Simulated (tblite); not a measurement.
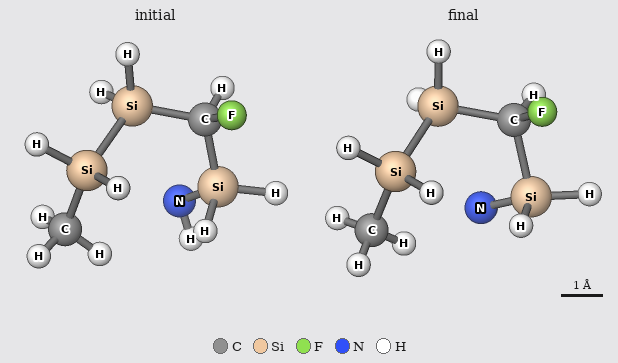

The structure of C2H11FNSi3 (multiplicity 2) before (left) and after (right) a relaxation, at one scale.

A ball-and-stick model, seen at a tilt.

The calculation used tblite, GFN2-xTB geometry optimisation, gas phase. 

### What changed between the two?

An H atom moves most after the best rigid fit: 0.84 Å. Largest moves by element: H 0.84 Å, N 0.58 Å, Si 0.30 Å, F 0.12 Å, C 0.10 Å. Among the contacts that change: C–Si 1.832 → 2.010 Å, N–Si 1.763 → 1.652 Å, C–Si 1.841 → 1.912 Å, C–Si 1.833 → 1.897 Å. Among the angles between lasting bonds that change: N–Si–H 107.1° → 127.7°, Si–N–H 106.6° → 123.8°, C–Si–N 114.0° → 100.0°. Groups turn about N–Si by about 75°. After 108 geometry steps the energy has fallen by 75.3 kJ/mol. The run took 0.94 s on 1 thread of Arm Neoverse V2 (shared host).
